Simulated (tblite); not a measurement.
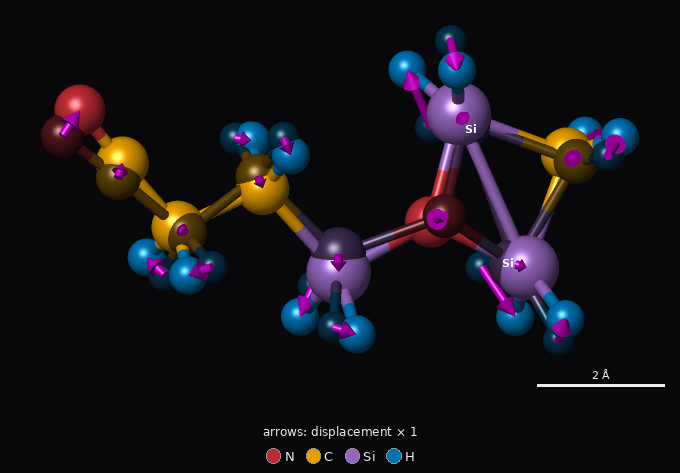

A relaxation of C₄H₁₂N₂Si₃. The starting structure is drawn faded, the final one solid; purple arrows show the displacements, at their true length. The two geometries are superimposed by the best rigid fit.

A ball-and-stick model, seen at a tilt.

These are results of tblite, GFN2-xTB geometry optimisation, gas phase, not measurements. 

Question: Describe the change and its energy.

Answer: Over 122 geometry steps the energy falls by 1.380 eV. The atom that moves furthest after the best rigid fit is an H atom (1.15 Å). Largest moves by element: H 1.15 Å, N 0.64 Å, C 0.36 Å, Si 0.28 Å. Among the contacts that change: Si–Si 2.414 → 2.675 Å, N–Si 1.776 → 1.719 Å, C–Si 1.868 → 1.912 Å, N–Si 1.804 → 1.762 Å. Among the angles between lasting bonds that change: Si–Si–H 88.0° → 123.5°, Si–Si–H 89.8° → 123.7°, Si–Si–H 156.4° → 124.3°. Groups turn about C–Si by about 25°.
